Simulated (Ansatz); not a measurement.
# W(100) slab, 5 layers: following an unstable mode, part 2 of 2

Which phase does W(100) slab, 5 layers fall into along its unstable mode, and how much energy does it gain?

Ansatz 0.2.0; DFT PBEsol, scalar-relativistic, plane waves, PAW; PAW set soft_1.

So far, highest frequency on the path or at a solved wavevector (cm⁻¹): step 2 (the dispersion) 233. Also lowest frequency on the path (cm⁻¹): step 2 -101.

## (6) Relaxation from the frozen mode

Starting from the lowest point found, all atoms and the cell are let go, so that strain and other modes of the same symmetry can join in.

input.yaml

```yaml
crystal:
  lattice:
    - [-3.0799851754, -3.0799851754, 0.0]
    - [-3.0799851754, 3.0799851754, 0.0]
    - [0.0, 0.0, -36.4599902]
  atoms:
    - { symbol: W, position: [0.9971160244, -0.0504254663, 0.8200805945] }
    - { symbol: W, position: [0.5028839756, 0.5504254663, 0.8200805945] }
    - { symbol: W, position: [0.0002566829, 0.4955119753, 0.7793861571] }
    - { symbol: W, position: [0.4997433171, 0.0044880247, 0.7793861571] }
    - { symbol: W, position: [0.5, 0.5, 0.7349149041] }
    - { symbol: W, position: [0.0, 0.0, 0.7349149041] }
    - { symbol: W, position: [-0.0002566829, 0.5044880247, 0.6904436511] }
    - { symbol: W, position: [0.5002566829, -0.0044880247, 0.6904436511] }
    - { symbol: W, position: [1.0028839756, 0.0504254663, 0.6497492137] }
    - { symbol: W, position: [0.4971160244, 0.4495745337, 0.6497492137] }
  periodic: [true, true, false]
kpoints:
  mp_grid: { grid: [8, 8, 1] }
hamiltonian:
  xc: pbesol
  pseudopotentials: { kind: paw, azcp: { folder: soft_1 }, xc_functional: pbe }
scf:
  occupations: { method: methfessel_paxton, width: 0.2 }
output:
  forces: true
  stress: true
  eigenvalues: true
relax:
  adjacent_minimum: "off"
  f_tol: 0.002
  max_steps: 120
  cell: { stress_2d_tol: 0.005 }
```

The run is started by

```bash
> ansatz run input.yaml --threads 8 --pin off --max-ram 16384MiB --backend cpu --events-out ev --progress --plain --runs-dir out
```

Numbers of over 12 decimals in the logs are rounded to 6 here.

The program printed:

```text
[...]
Crystal: 10 atoms, lattice volume = 691.741 Å³
Basis set: ecut = 420 eV, 13513 PW (Γ), exchange–correlation on 60×60×500 points (8 copies of the dense FFT grid, shifted against one another)
Bands: 84, of which v1, the nominal top of the filled ones, is band 70 counted from 1 (69 counted from 0)
Symmetry: 4 space group operations
[...]
k-points: 34 of 64
[...]
SCF iter   1: F=—  HF=-102573.248325 eV  |F-HF|=—  |Δ(HF+E_count)|=         —  Δρ=3.87e-2  dr2=6.54e1  ethr=3.10e-3  ⟨swp⟩=12.1  Hψ=19630  notcnv=0
[...]
SCF iter  11: F=-102565.353662 eV  HF=-102565.353662 eV  |F-HF|=2.44e-8  |Δ(HF+E_count)|=   1.56e-7  S|Δr|=    0.00e0  Δρ=1.24e-6  dr2=2.42e-8  ethr=7.14e-11  ⟨swp⟩=26.4  Hψ=20010  notcnv=0
SCF 1 converged in 11 iterations: F = -102565.353662 eV  dr2 = 2.42e-8
[...]
relax step   1: F+E_penalty+E_count = -102565.35366242 eV  Δ(F+E_penalty+E_count) = +0.000e0 eV  max|allowed force component| = 6.676e-1 eV/Å  Δτ_max = 0.0000 Å  P = +3.348 N/m  Ω = 691.741 Å³  fix = [c, alpha, beta]  reactions: c +0.000 N/m  (11 SCF iters, dr2 threshold 1.00e-7 eV, accepted)
Crystal: 10 atoms, lattice volume = 706.162 Å³
Basis set: ecut = 420 eV, 13929 PW (Γ), exchange–correlation on 60×60×500 points (8 copies of the dense FFT grid, shifted against one another)
[...]
iter 1 solved again at ethr=3.88e-4 eV; its pass at ethr=3.10e-3 eV (dr2=5.43e-1 eV) is discarded
[...]
SCF iter   8: F=-102565.308183 eV  HF=-102565.308183 eV  |F-HF|=9.17e-8  |Δ(HF+E_count)|=   1.98e-6  S|Δr|=    0.00e0  Δρ=5.89e-6  dr2=4.36e-7  ethr=7.14e-10  ⟨swp⟩=21.9  Hψ=18831  notcnv=0
SCF 2 converged in 8 iterations: F = -102565.308183 eV  dr2 = 4.36e-7
relax step   2: F+E_penalty+E_count = -102565.30818269 eV  Δ(F+E_penalty+E_count) = +4.548e-2 eV  max|allowed force component| = 7.127e-1 eV/Å  Δτ_max = 0.0633 Å  P = -5.559 N/m  Ω = 706.162 Å³  energy of the carried Pulay correction = -1.559e-3 eV  fix = [c, alpha, beta]  (8 SCF iters, dr2 threshold 1.00e-6 eV, rejected (line search))
Crystal: 10 atoms, lattice volume = 694.773 Å³
Basis set: ecut = 420 eV, 13627 PW (Γ), exchange–correlation on 60×60×500 points (8 copies of the dense FFT grid, shifted against one another)
[...]
SCF iter  17: F=-102565.431513 eV  HF=-102565.431513 eV  |F-HF|=5.82e-11  |Δ(HF+E_count)|=  2.04e-10  S|Δr|=    0.00e0  Δρ=2.82e-10  dr2=8.99e-16  ethr=1.00e-12  ⟨swp⟩=5.4  Hψ=14617  notcnv=0
SCF 3 converged in 17 iterations: F = -102565.431513 eV  dr2 = 8.99e-16
relax step   3: F+E_penalty+E_count = -102565.43151263 eV  Δ(F+E_penalty+E_count) = -7.785e-2 eV  max|allowed force component| = 3.125e-2 eV/Å  Δτ_max = 0.0314 Å  P = +0.118 N/m  Ω = 694.773 Å³  energy of the carried Pulay correction = -3.306e-4 eV  fix = [c, alpha, beta]  reactions: c +0.000 N/m  (17 SCF iters, accepted)
[...]
relax step   4: F+E_penalty+E_count = -102565.43197620 eV  Δ(F+E_penalty+E_count) = -4.636e-4 eV  max|allowed force component| = 1.717e-2 eV/Å  Δτ_max = 0.0040 Å  P = -0.070 N/m  Ω = 695.820 Å³  energy of the carried Pulay correction = -4.444e-4 eV  fix = [c, alpha, beta]  reactions: c +0.000 N/m  (6 SCF iters, dr2 threshold 1.27e-7 eV, accepted)
[...]
relax step   5: F+E_penalty+E_count = -102565.43243085 eV  Δ(F+E_penalty+E_count) = -4.547e-4 eV  max|allowed force component| = 5.781e-3 eV/Å  Δτ_max = 0.0085 Å  P = +0.015 N/m  Ω = 695.475 Å³  energy of the carried Pulay correction = -4.069e-4 eV  fix = [c, alpha, beta]  reactions: c +0.000 N/m  (6 SCF iters, dr2 threshold 2.12e-8 eV, accepted)
[...]
relax step   6: F+E_penalty+E_count = -102565.43245343 eV  Δ(F+E_penalty+E_count) = -2.257e-5 eV  max|allowed force component| = 1.073e-3 eV/Å  Δτ_max = 0.0008 Å  P = +0.000 N/m  Ω = 695.468 Å³  energy of the carried Pulay correction = -4.061e-4 eV  fix = [c, alpha, beta]  reactions: c +0.000 N/m  (6 SCF iters, dr2 threshold 3.28e-9 eV, accepted)
[...]
relax step   7: F+E_penalty+E_count = -102565.43245318 eV  Δ(F+E_penalty+E_count) = +2.493e-7 eV  max|allowed force component| = 1.356e-4 eV/Å  Δτ_max = 0.0001 Å  P = -0.000 N/m  Ω = 695.476 Å³  energy of the carried Pulay correction = -4.070e-4 eV  fix = [c, alpha, beta]  reactions: c +0.000 N/m  (6 SCF iters, dr2 threshold 7.55e-11 eV, accepted)
[...]
SCF iter   1: F=—  HF=-102565.432198 eV  |F-HF|=—  |Δ(HF+E_count)|=         —  Δρ=1.67e-5  dr2=1.06e-7  ethr=1.52e-7  ⟨swp⟩=9.6  Hψ=33149  notcnv=0
eigensolver tolerance schedule: the retry pair's looser diagonalisation over-reported the residual by 1995.03 of it (diagonalisation noise at 0.11 of the residual, at the tolerance the schedule requests for it); recorded, not acted on — ethr = c·dr2/N_el stays at c = 1.0e-1
SCF iter   2: F=—  HF=-102565.432869 eV  |F-HF|=—  |Δ(HF+E_count)|=   6.71e-4  S|Δr|=    0.00e0  Δρ=1.67e-6  dr2=9.48e-9  ethr=7.61e-11  ⟨swp⟩=6.6  Hψ=11015  notcnv=0
[...]
SCF iter   8: F=-102565.432869 eV  HF=-102565.432869 eV  |F-HF|=2.76e-10  |Δ(HF+E_count)|=  3.93e-10  S|Δr|=    0.00e0  Δρ=2.48e-9  dr2=1.61e-13  ethr=1.00e-12  ⟨swp⟩=14.1  Hψ=14877  notcnv=0
SCF 8 converged in 8 iterations: F = -102565.432869 eV  dr2 = 1.61e-13
relax step   8: F+E_penalty+E_count = -102565.43286910 eV  Δ(F+E_penalty+E_count) = -4.159e-4 eV  max|allowed force component| = 1.501e-4 eV/Å  Δτ_max = 0.0000 Å  P = +0.000 N/m  Ω = 695.476 Å³  fix = [c, alpha, beta]  reactions: c +0.000 N/m  stress off target by 2.16e-3 N/m on what of the cell is left free  SCF on the basis re-selected at this cell (its energy is not comparable with the rows above)  (8 SCF iters)
basis re-selected at this cell: Δ(F+E_penalty+E_count) = -4.159e-4 eV, ΔP = +0.000 N/m vs the last step (what re-selecting the basis moved, of the pressure what is left beyond the Pulay correction that the steps carried, after the strain that the cell walked since its last selection, with what the two solves' SCF thresholds leave and, on support functions, any second-order correction that the steps lacked; it is no m [...]
SCF converged after 8 iterations
[...]
Free energy (F): -102565.432869 eV
[...]
Internal energy: -102565.442530 eV  (E = F + TS)
E sigma→0 (E₀):  -102565.435284 eV
Entropy (-TS):   0.009660 eV (0.966 meV/atom)
Fermi energy:    -4.540997 eV
Step filling:    the computed levels leave a gap of 0.0001 eV = 0.0 smearing widths at the electron count; against every level under it full and every level over it empty, smearing changes F+E_penalty+E_count by +2.813 meV and its σ→0 estimate by +0.398 meV
[...]
--- Forces (eV/Å), atoms counted from 1 ---
  atom   1  W     -0.00000508    -0.00000821     0.00001887
  atom   2  W      0.00000508     0.00000821     0.00001887
  atom   3  W      0.00015005    -0.00001931    -0.00000827
  atom   4  W     -0.00015005     0.00001931    -0.00000827
  atom   5  W      0.00000000    -0.00000000     0.00000000
  atom   6  W      0.00000000     0.00000000     0.00000000
  atom   7  W     -0.00015005     0.00001931     0.00000827
  atom   8  W      0.00015005    -0.00001931     0.00000827
  atom   9  W      0.00000508     0.00000821    -0.00001887
  atom  10  W     -0.00000508    -0.00000821    -0.00001887
  max |Σ_I F_I| component: 1.02e-20 eV/Å
--- 2D stress c σ (N/m, compression-positive) ---
        0.000746      -0.001965       0.000000
       -0.001965      -0.000561      -0.000000
        0.000000       0.000000       0.000000
  P = ½ c Tr σ = 0.0001 N/m
--- Band table (eV; the first three rows and the last of 34) ---
  k-point 0: bands = [... 66 lower, -4.9539, -4.8414, -4.7622, -4.4712, -4.2546, -4.1760, -3.3277, -3.3270, ... 10 higher]
  k-point 1: bands = [... 66 lower, -5.0272, -4.8480, -4.7939, -4.5601, -3.9734, -3.9047, -3.5889, -3.3524, ... 10 higher]
  k-point 2: bands = [... 66 lower, -5.2922, -5.0887, -4.8658, -4.3378, -4.0907, -3.9386, -3.5923, -3.5005, ... 10 higher]
  k-point 33: bands = [... 66 lower, -4.9399, -4.9399, -4.5380, -4.5379, -4.5300, -4.5300, -3.8216, -3.8216, ... 10 higher]
--- Relaxed structure (7 steps of the walk, 6 accepted, 1 SCFs on fresh bases) ---
  F+E_penalty+E_count = -102565.43286910 eV   max|allowed force component| = 1.501e-4 eV/Å   (the final SCF, on the basis selected at the relaxed cell)
  cell:  # Å, volume = 695.4765 Å³
    - [-3.077199, -3.077218, 0.0]
    - [-3.099400, 3.099419, 0.0]
    - [0.0, 0.0, -36.4599902]
  atoms:
    - { symbol: W, position: [1.000000, -0.053827, 0.820829] }
    - { symbol: W, position: [0.500000, 0.553827, 0.820829] }
    - { symbol: W, position: [9.708832309773818e-7, 0.492470, 0.778928] }
    - { symbol: W, position: [0.499999, 0.00753042, 0.778928] }
    - { symbol: W, position: [0.500000, 0.5, 0.7349149041] }
    - { symbol: W, position: [0, 0, 0.7349149041] }
    - { symbol: W, position: [-9.708832309218707e-7, 0.507530, 0.690902] }
    - { symbol: W, position: [0.500001, -0.00753042, 0.690902] }
    - { symbol: W, position: [1.000000, 0.053827, 0.649001] }
    - { symbol: W, position: [0.500000, 0.446173, 0.649001] }
```

It took 3 min on 8 threads of Arm Neoverse V1, shared host; peak memory 3.3 GiB; 23 min of CPU time.

Relaxation path:

```csv
step,energy less that of the first step (eV),largest force component (eV/Å),volume (Å³)
1,0.0000,0.6676,691.74
2,0.0455,0.7127,706.16
3,-0.0779,0.0313,694.77
4,-0.0783,0.0172,695.82
5,-0.0788,0.0058,695.48
6,-0.0788,0.0011,695.47
7,-0.0788,0.0001,695.48
8*,-0.0792,0.0001,695.48
```

Relaxation steps marked * repeat the geometry before them on a plane-wave basis chosen anew for their cell, so energy and pressure can jump there. Relaxation step 2 was tried and not accepted.

Forces are held to the 4 operations that the run works with; a distortion that breaks them can't arise in this run.

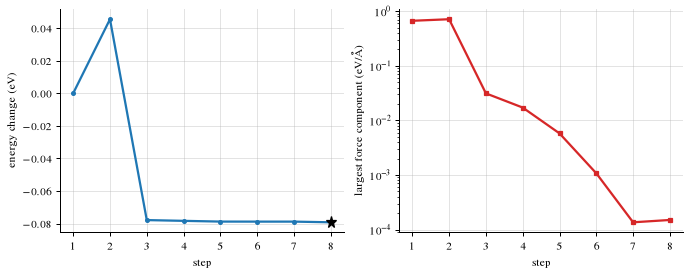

Energy and largest force along the relaxation. Stars mark steps on a basis chosen anew.

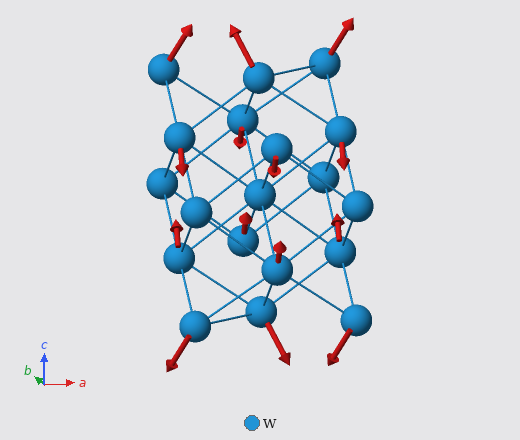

Displacements in the relaxation, exaggerated, measured against the changing cell; the longest in the cell stands for 0.03 Å. Some periodic images of atoms are drawn too.

```csv
cell as run,before,after,change
a (Å),4.356,4.352,-0.1 %
b (Å),4.356,4.383,+0.6 %
```

The atoms that moved most (Å, along periodic axes as changes of fractional coordinates times the final cell, across vacuum about the mean position):

```csv
atom,dx,dy,dz,length
W2,-0.002,0.019,-0.027,0.034
W1,0.002,-0.019,-0.027,0.034
W10,0.002,-0.019,0.027,0.034
W9,-0.002,0.019,0.027,0.034
W7,-0.010,0.009,-0.017,0.021
W8,0.010,-0.009,-0.017,0.021
W4,-0.010,0.009,0.017,0.021
W3,0.010,-0.009,0.017,0.021
```

Final coordinates:

```xyz
10
Lattice="-3.0772 -3.0772 0.0000 -3.0994 3.0994 0.0000 0.0000 0.0000 -36.4600" Properties=species:S:1:pos:R:3
W    -2.9104   -3.2440  -29.9274
W    -3.2551    0.1779  -29.9274
W    -1.5264    1.5264  -28.3997
W    -1.5619   -1.5153  -28.3997
W    -3.0883    0.0111  -26.7950
W     0.0000    0.0000  -26.7950
W    -1.5730    1.5731  -25.1903
W    -1.5153   -1.5620  -25.1903
W    -3.2440   -2.9104  -23.6626
W    -2.9215   -0.1557  -23.6626
```

Numbers from this step:

```
area per atom : 1.908 Å²
```

The distorted start has space group P2/c; the relaxation ends in Pmna.

## (7) The phases reached

The phases reached along the modes that were followed are set side by side.

Energies are those of the first relaxation, on the mesh of the frozen mode; space group, volume and gap are those of the last relaxation. Phases, by row:

```csv
mode frozen in,space group,energy from parent (meV/atom),volume (Å³/atom),gap on mesh (eV),lowest zone-centre optical mode (cm⁻¹),largest shift (Å)
parent,P4/mmm,0,69.17,0,–,–
"q = (-0.5, -0.5, 0), 101i cm⁻¹",Pmna,-37.74,69.55,0,–,0.238
"q = (-0.5, -0.5, 0), 101i cm⁻¹",Cmme,-30.53,69.31,0,–,0.215
"q = (-0.5, -0.5, 0), 101i cm⁻¹",Pmna,-37.74,69.55,0,–,0.238
```

## (8) What came out

```yaml
unstable_mode_of_the_parent: q = (-0.5, -0.5, 0), 101i cm⁻¹
depth_at_the_lowest_point_sampled: 29.7 meV/atom
largest_atomic_shift_at_that_point: 0.22 Å
space_group_reached_within_0p01_a: Pmna
energy_gained_over_the_parent_first_relaxation_on_the_mesh_of_the_frozen_mode: 37.7 meV/atom
area_per_atom_phase_reached: 1.91 Å²
```

**Reading.** Along this mode the structure falls into Pmna, 37.7 meV/atom below the parent. At the parent's cell the well is 29.67 meV/atom deep on the steps tried, with its lowest point at a shift of 0.22 Å. Relaxing atoms and cell changes the gain by +8.07 meV/atom against the lowest step (energies at zero smearing). The modes of the phase reached were not computed on this path. Of the 3 patterns followed to their end from this parent, this one reaches the lowest energy. Each path keeps the symmetry of its pattern, so a lower phase may lie along a pattern not tried. The q mesh stands for a supercell only 6.2 Å across, so branches between the solved wavevectors are rough. With no gap, or one that is small against the smearing, the frequencies hang on the k mesh and the smearing, most of all near Kohn anomalies. In a sheet or slab the interpolated bending branch near Γ is rough, since the rotational sum rule isn't imposed. Spin-orbit coupling is left out, which can matter for the heavy elements here. The PAW files were made for PBE and serve the other functionals too. The starting cell was built on a prototype and not taken from a measurement.

[Logs are printed without paths, hosts, clocks, repeated set-up lines and the standing remarks that a program may print on its own settings, such as how far it seeks lower states.]

[Hosts, paths, dates, database ids (printed as entryN), source tags and the programs' standing remarks are cut or masked in the printed files.]
